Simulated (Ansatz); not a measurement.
# Cl₄MoO (SMILES [O]=[Mo]([Cl])([Cl])([Cl])[Cl]): what the fields show

Input

```
crystal:
  periodic: [false, false, false]
  atoms:
    - {symbol: Cl, position_ang: [0.340981, -1.118672, 1.945273]}
    - {symbol: Cl, position_ang: [-0.214814, -2.034363, -1.012220]}
    - {symbol: Cl, position_ang: [-1.176677, 0.872865, -1.731520]}
    - {symbol: Cl, position_ang: [-0.620898, 1.788553, 1.225978]}
    - {symbol: Mo, position_ang: [0.092816, 0.011976, -0.030846]}
    - {symbol: O, position_ang: [1.620595, 0.415541, -0.442864]}
basis:
  gaussian: {orbitals: def2-SVPD}
hamiltonian: {xc: {name: PBE0}}
output: {forces: true, orbitals: {seedname: orbitals}}
```

Run with:

```sh
ansatz run input.yaml --threads 2 --pin off --max-ram 5220MiB --events-out events.jsonl --progress --plain --runs-dir runs
```

Geometry: PBE0-D4/def2-SVP; core potentials replace the inner electrons of Mo.

Level of theory: isolated molecule in a Gaussian basis; Kohn-Sham density functional theory, functional PBE0 in Ansatz.

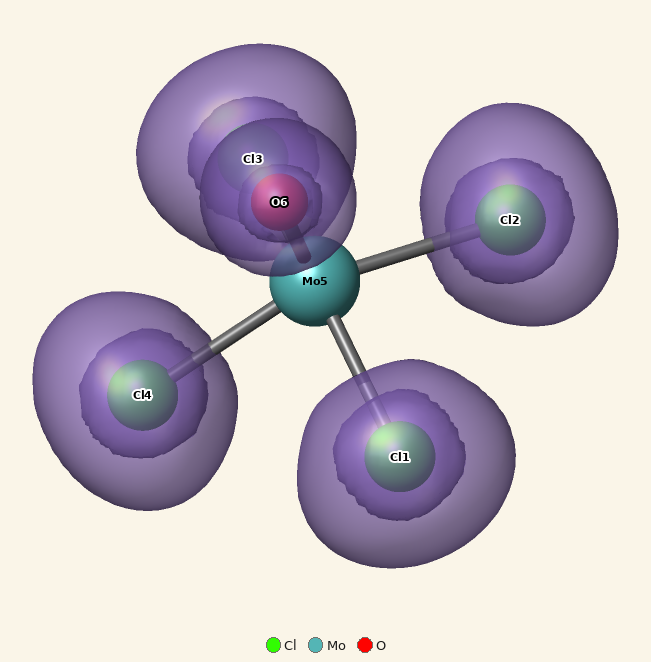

Figure 1. Isosurface of the ELF at 0.75 (purple), seen at a tilt. Only the valence region is drawn (cores and ρ < 0.01 e/Å³ removed).

Where are the electrons localised?

Answer. The ELF exceeds this value in four regions wrapped around Cl (the valence shell of each) and one region wrapped around O (its valence shell). Along the contacts the grid gives the following. Mo–O (1.63 Å): the ELF peaks at about 0.75 in the valence shell of O, 0.5 Å from its nucleus, and drops to about 0.45 between the two atoms. Mo–Cl (2.29 Å): the ELF peaks at about 0.85 in the valence shell of Cl, 0.8 Å from its nucleus, and is about 0.40 at the midpoint.

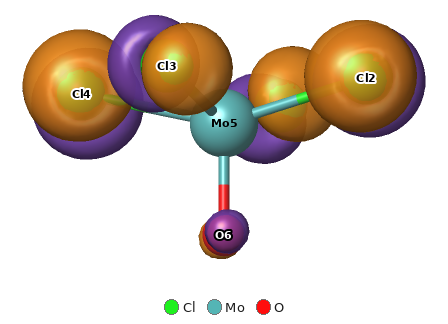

Figure 2. The HOMO−1 at ±0.15 Å⁻³ᐟ² (orange and purple are the two phases), seen from one side.

Where does this orbital lie, and at what energy?

Answer. It lies mainly on Cl2 (about 30 %), Cl4 (about 30 %), Cl1 (about 15 %) and Cl3 (about 15 %); largely a combination of lone pairs on Cl2, Cl4, Cl1 and Cl3. It is one of a degenerate set, so its orientation is arbitrary. Its energy is −9.73 eV.

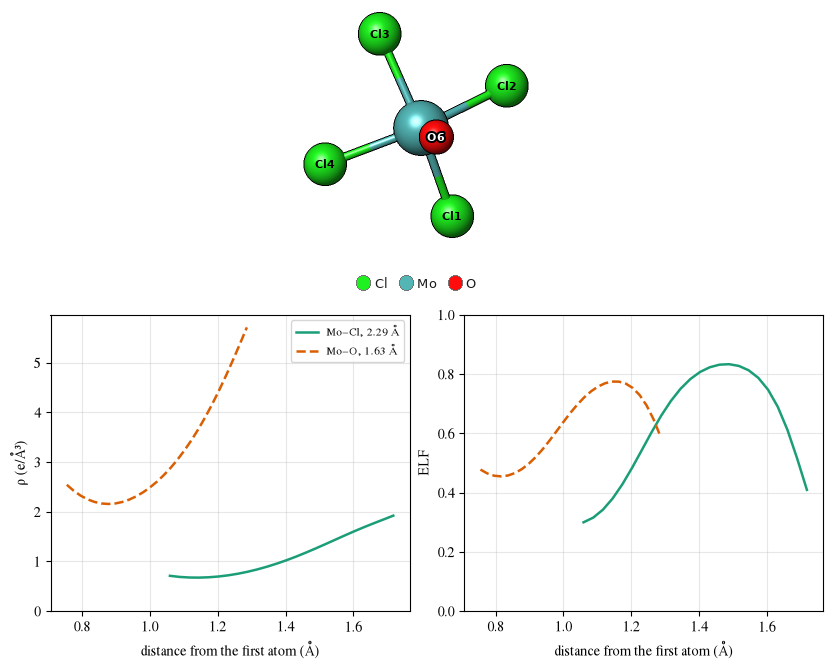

Figure 3. Electron density and ELF along straight lines between neighbouring atoms. The curves leave out the atomic cores. The structure is drawn too.

What can be read from the curves?

Answer. Mo–Cl (2.29 Å): ρ at the midpoint is about 0.67 e/Å³; the ELF peaks at about 0.85 in the valence shell of Cl, 0.8 Å from its nucleus, and is about 0.40 at the midpoint.
Mo–O (1.63 Å): ρ at the midpoint is about 2.3 e/Å³; the ELF peaks at about 0.75 in the valence shell of O, 0.5 Å from its nucleus, and drops to about 0.45 between the two atoms.
